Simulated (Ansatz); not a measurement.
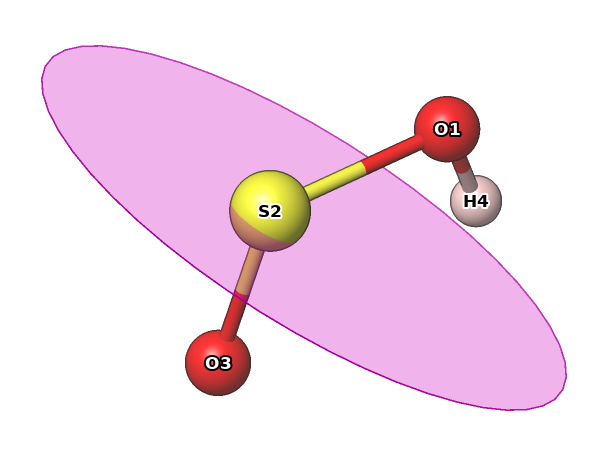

A disc through the centre of mass is drawn in. Atoms fade into the background with distance from the viewer. State: neutral, doublet. The geometry was computed by an optimisation with PBE-D4/def2-SVP. No frequency run is at hand to confirm it as a minimum.

Is the plane of the disc a mirror plane of the structure?

No. The point group is Cs, with 1 mirror plane, and this plane isn't one of its mirror planes.
